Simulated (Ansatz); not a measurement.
# SiH2O (triplet): correlated methods under varied settings at distance O1–H3 along a hydrogen transfer = 1.529 Å

What do other methods and options give for SiH2O (triplet) at this geometry, and how long do they take?

The runs use Ansatz 0.2.0, Gaussian basis; the settings change from run to run.

16 further runs of the same task are left out: 8 for a known fault of the program, 8 that didn't finish.

## Step 1: What is computed

The geometry derives from fragments relaxed apart (PBE0/def2-TZVP) and kept rigid, so it is no stationary point. A hydrogen atom is moved between rigid fragments.

4 atoms, charge 0, spin multiplicity 3.

Atoms are counted from 1 here; the program's logs count them from 0.

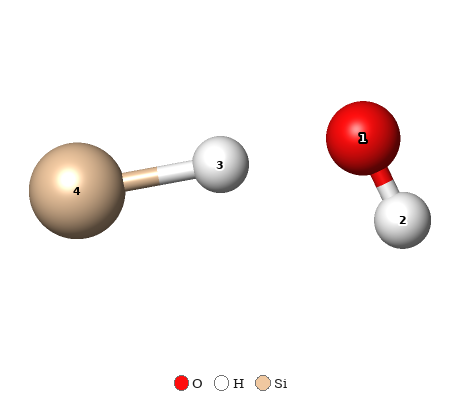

The structure; oxygen red, hydrogen white, silicon light orange; atoms are numbered from 1 in the order of the file.

## Step 2: CCSDT(Q) on ROHF/6-31G

Contents of in.yaml:

```yaml
crystal:
  periodic: [false, false, false]
  atoms:
    - {symbol: O, position_ang: [-1.085923, -0.231644, 0.000000]}
    - {symbol: H, position_ang: [-1.335232, 0.694932, 0.000000]}
    - {symbol: H, position_ang: [0.443077, -0.231644, 0.000000]}
    - {symbol: Si, position_ang: [1.978077, -0.231644, 0.000000]}
basis:
  gaussian: {orbitals: 6-31G}
magnetization: {spin_polarized: false, initial_magnetization: 2}
correlation: {method: ccsdt_q, electrons: valence}
```

On the command line:

```console
$ ansatz run in.yaml --threads 1 --pin off --events-out ev --progress --plain --max-ram 2393MiB
```

The program printed, shortened:

```text
Functional definition: HF
  name "HF"
  cite "Fock, Z. Phys. 61, 126 (1930) doi:10.1007/BF01340294"
  parent pbe
[...]
489 factors; integrals over basis functions are off by at most 7.2e-8 eV
[...]
mean field -9924.88662467 eV, -364.7328561270 hartree, gradient 2.0e-6 eV, S^2 2.000000; 19 other end points of the search recorded, 0 dependent functions left out
[...]
determinant -9924.88662467 eV, -364.7328561270 hartree, with singles and doubles -9929.33371154 eV, -364.8962835550 hartree
determinant -9924.85864932 eV, -364.7318280516 hartree, with singles and doubles -9929.29820221 eV, -364.8949786113 hartree
determinant -9924.19718693 eV, -364.7075197571 hartree, with singles and doubles -9928.13612407 eV, -364.8522730271 hartree
determinant -9924.19116524 eV, -364.7072984643 hartree, with singles and doubles -9928.12879352 eV, -364.8520036346 hartree
determinant -9922.62050497 eV, -364.6495777641 hartree, with singles and doubles -9928.47396918 eV, -364.8646886060 hartree
determinant -9921.59778414 eV, -364.6119934667 hartree, with singles and doubles -9925.73470733 eV, -364.7640225897 hartree
determinant -9924.88662467 eV, -364.7328561270 hartree, with singles and doubles -9929.34466985 eV, -364.8966862654 hartree
determinant -9924.85864932 eV, -364.7318280516 hartree, with singles and doubles -9929.30491674 eV, -364.8952253655 hartree
[...]
6 core orbitals not correlated: weight in the atoms' cores, before any rotation towards them, 1.000 or more for the frozen orbitals, at most 0.000 for the correlated occupied ones
reference -9924.88662467 eV, -364.7328561270 hartree; 7, 5 occupied and 13, 15 virtual orbitals, 489 factors
second order -3.56315018 eV of doubles, -0.08105110 eV of singles
cycle   1  -4.00928400 eV  change   -3.6e-1 eV  update   9.2e-2
[...]
cycle  32  -4.53590348 eV  change    5.2e-7 eV  update   8.3e-7
perturbative correction -0.01303791 eV, -0.0004791343 hartree
Total energy: -9929.43556606 eV, -364.9000266397 hartree
```

It took 7.5 s on 1 thread of Arm Neoverse V1, shared host.

From the report: correlation -4.5489 eV; T1 0.053; largest double amplitude 0.07.

## Step 3: BCCD(T) on ROHF/cc-pVDZ

Changes to in.yaml since step 2:

```diff
@@ -8,4 +8,5 @@
 basis:
-  gaussian: {orbitals: 6-31G}
+  gaussian: {orbitals: cc-pVDZ}
 magnetization: {spin_polarized: false, initial_magnetization: 2}
-correlation: {method: ccsdt_q, electrons: valence}
+hamiltonian: {pseudopotentials: {relativity: scalar}}
+correlation: {method: bccd_t, electrons: valence}
```

The command is unchanged.

The program printed, shortened:

```text
Functional definition: HF
  name "HF"
  cite "Fock, Z. Phys. 61, 126 (1930) doi:10.1007/BF01340294"
  parent pbe
[...]
401 factors; integrals over basis functions are off by at most 1.5e-3 eV
[...]
mean field -9942.60362442 eV, -365.3839438588 hartree, gradient 3.0e-6 eV, S^2 2.000000; 18 other end points of the search recorded, 0 dependent functions left out
[...]
determinant -9942.60362442 eV, -365.3839438588 hartree, with singles and doubles -9950.25222642 eV, -365.6650247979 hartree
determinant -9942.57438688 eV, -365.3828693990 hartree, with singles and doubles -9950.21837350 eV, -365.6637807257 hartree
determinant -9941.93555926 eV, -365.3593929167 hartree, with singles and doubles -9949.19437125 eV, -365.6261493371 hartree
determinant -9941.92978367 eV, -365.3591806680 hartree, with singles and doubles -9949.18798139 eV, -365.6259145143 hartree
[...]
determinant -9939.21850548 eV, -365.2595430321 hartree, with singles and doubles -9946.72756502 eV, -365.5354958804 hartree
determinant -9942.60362442 eV, -365.3839438588 hartree, with singles and doubles -9950.26123086 eV, -365.6653557049 hartree
determinant -9942.57438688 eV, -365.3828693990 hartree, with singles and doubles -9950.22553966 eV, -365.6640440774 hartree
[...]
6 core orbitals not correlated: weight in the atoms' cores, before any rotation towards them, 1.000 or more for the frozen orbitals, at most 0.000 for the correlated occupied ones
reference -9942.60362442 eV, -365.3839438588 hartree; 7, 5 occupied and 29, 31 virtual orbitals, 401 factors
second order -6.38296397 eV of doubles, -0.17036374 eV of singles
cycle   1  -7.65117861 eV  change    6.4e-3 eV  update   2.2e-2
[...]
cycle  13  -7.64319714 eV  change   -1.4e-6 eV  update   7.4e-6
perturbative correction -0.17840457 eV, -0.0065562469 hartree
Total energy: -9950.42522612 eV, -365.6713824196 hartree
Relativity: scalar
```

Wall time 8.5 s (1 thread of Arm Neoverse V1, shared host).

From the report: correlation -7.8216 eV; largest double amplitude 0.06.

## Step 4: BCCD on ROHF/def2-mTZVP

Changes to in.yaml since step 3:

```diff
@@ -8,5 +8,5 @@
 basis:
-  gaussian: {orbitals: cc-pVDZ}
+  gaussian: {orbitals: def2-mTZVP, point_charges: [{charge: 0.50, position_ang: [5.603, 0.940, 0.973]}]}
 magnetization: {spin_polarized: false, initial_magnetization: 2}
-hamiltonian: {pseudopotentials: {relativity: scalar}}
-correlation: {method: bccd_t, electrons: valence}
+correlation: {method: bccd, electrons: outside_noble_gas}
+output: {forces: true}
```

Launched as before.

The program printed, shortened:

```text
Functional definition: HF
  name "HF"
  cite "Fock, Z. Phys. 61, 126 (1930) doi:10.1007/BF01340294"
  parent pbe
[...]
465 factors; integrals over basis functions are off by at most 1.2e-3 eV
[...]
mean field -9927.23512530 eV, -364.8191619330 hartree, gradient 3.2e-6 eV, S^2 2.000000; 14 other end points of the search recorded, 0 dependent functions left out
[...]
determinant -9927.23512530 eV, -364.8191619330 hartree, with singles and doubles -9934.70593348 eV, -365.0937090699 hartree
determinant -9927.18934363 eV, -364.8174794878 hartree, with singles and doubles -9934.66004305 eV, -365.0920226278 hartree
determinant -9926.64167830 eV, -364.7973531581 hartree, with singles and doubles -9933.62838591 eV, -365.0541099269 hartree
determinant -9926.61128144 eV, -364.7962360942 hartree, with singles and doubles -9933.59984282 eV, -365.0530609880 hartree
[...]
6 core orbitals not correlated: weight in the atoms' cores, before any rotation towards them, 1.000 or more for the frozen orbitals, at most 0.000 for the correlated occupied ones
reference -9927.23512530 eV, -364.8191619330 hartree; 7, 5 occupied and 39, 41 virtual orbitals, 465 factors
second order -6.31056471 eV of doubles, -0.15734857 eV of singles
cycle   1  -7.47676993 eV  change    1.9e-2 eV  update   2.8e-2
[...]
cycle   8  -7.47297599 eV  change  -5.1e-10 eV  update   2.3e-8
[...]
Total energy: -9934.70810129 eV, -365.0937887352 hartree
Atom 0 at    -1.085923    -0.231644     0.000000 Å, force     0.527480    -1.292569    -0.006652 eV/Å
Atom 1 at    -1.335232     0.694932     0.000000 Å, force     0.054572     1.073201     0.013279 eV/Å
Atom 2 at     0.443077    -0.231644     0.000000 Å, force    -1.483340     0.233721    -0.037620 eV/Å
Atom 3 at     1.978077    -0.231644     0.000000 Å, force     0.943979    -0.001863     0.051867 eV/Å
Dipole moment:     0.052048     0.264303    -0.027799 e Å
```

Run time: 26 s. Hardware: 1 thread of Arm Neoverse V1, shared host; peak memory 0.26 GiB.

From the report: correlation -7.4730 eV; largest double amplitude 0.05.

## Step 5: CCSD(T) on UHF/def2-SVPD

Contents of in.yaml:

```yaml
crystal:
  periodic: [false, false, false]
  atoms:
    - {symbol: O, position_ang: [-1.085923, -0.231644, 0.000000]}
    - {symbol: H, position_ang: [-1.335232, 0.694932, 0.000000]}
    - {symbol: H, position_ang: [0.443077, -0.231644, 0.000000]}
    - {symbol: Si, position_ang: [1.978077, -0.231644, 0.000000]}
basis:
  gaussian: {orbitals: def2-SVPD}
magnetization: {spin_polarized: true, initial_magnetization: 2}
correlation: {method: ccsd_t, electrons: outside_noble_gas}
accuracy: high
output: {forces: true}
```

Launched as before.

The program printed, shortened:

```text
Functional definition: HF
  name "HF"
  cite "Fock, Z. Phys. 61, 126 (1930) doi:10.1007/BF01340294"
  parent pbe
[...]
1120 factors; integrals over basis functions are off by at most 3.8e-9 eV
[...]
mean field -9922.65922260 eV, -364.6510006104 hartree, gradient 5.8e-8 eV, S^2 2.058501; 39 other end points of the search recorded, 0 dependent functions left out
determinant -9922.65922260 eV, -364.6510006104 hartree, with singles and doubles -9930.55080954 eV, -364.9410110816 hartree
determinant -9922.65904155 eV, -364.6509939570 hartree, with singles and doubles -9930.55359982 eV, -364.9411136225 hartree
determinant -9922.63489872 eV, -364.6501067243 hartree, with singles and doubles -9930.50743035 eV, -364.9394169256 hartree
determinant -9921.96381235 eV, -364.6254447553 hartree, with singles and doubles -9929.25835864 eV, -364.8935143871 hartree
[...]
6 core orbitals not correlated: weight in the atoms' cores, before any rotation towards them, 1.000 or more for the frozen orbitals, at most 0.000 for the correlated occupied ones
reference -9922.65904155 eV, -364.6509939570 hartree; 7, 5 occupied and 50, 52 virtual orbitals, 1120 factors
second order -6.75711309 eV of doubles, -0.00000000 eV of singles
cycle   1  -7.91960846 eV  change    2.2e-6 eV  update   4.0e-6
[...]
cycle  31  -7.91960762 eV  change   5.8e-10 eV  update  5.0e-10
perturbative correction -0.23507208 eV, -0.0086387396 hartree
[...]
Total energy: -9930.81372125 eV, -364.9506729085 hartree
Atom 0 at    -1.085923    -0.231644     0.000000 Å, force     0.990405    -1.112498    -0.000000 eV/Å
Atom 1 at    -1.335232     0.694932     0.000000 Å, force     0.122803     0.891820     0.000000 eV/Å
Atom 2 at     0.443077    -0.231644     0.000000 Å, force    -2.287509     0.221520    -0.000000 eV/Å
Atom 3 at     1.978077    -0.231644     0.000000 Å, force     1.174302    -0.000842     0.000000 eV/Å
Dipole moment:     0.406220     0.267945    -0.000000 e Å
```

Run time: 1.7 min. Hardware: 1 thread of Arm Neoverse V1, shared host; peak memory 0.48 GiB.

From the report: ⟨S²⟩ of the determinant 2.041 (pure triplet: 2.00); correlation -8.1547 eV; T1 0.047; largest double amplitude 0.07.

## Step 6: All runs side by side

| level | correlated | functions | energy (eV) | time |
| --- | --- | --- | --- | --- |
| CCSDT(Q) on ROHF/6-31G | valence | 26 | -9929.4356 | 7.5 s |
| BCCD(T) on ROHF/cc-pVDZ (relativity set) | valence | 42 | -9950.4252 | 8.5 s |
| BCCD on ROHF/def2-mTZVP (beside a point charge) | outside noble gas | 52 | -9934.7081 | 26 s |
| CCSD(T) on UHF/def2-SVPD | outside noble gas | 63 | -9930.8137 | 1.7 min |

## Step 7: Summary of results

```
quantity                              value
    runs                                  4
quickest      CCSDT(Q) on ROHF/6-31G, 7.5 s
 slowest  CCSD(T) on UHF/def2-SVPD, 1.7 min
```

What this shows: Total energies in different bases, with other cores or another treatment of relativity can't be set against each other. CCSD(T) on UHF/def2-SVPD took 14 times as long as CCSDT(Q) on ROHF/6-31G; the jobs differ in more than the method.
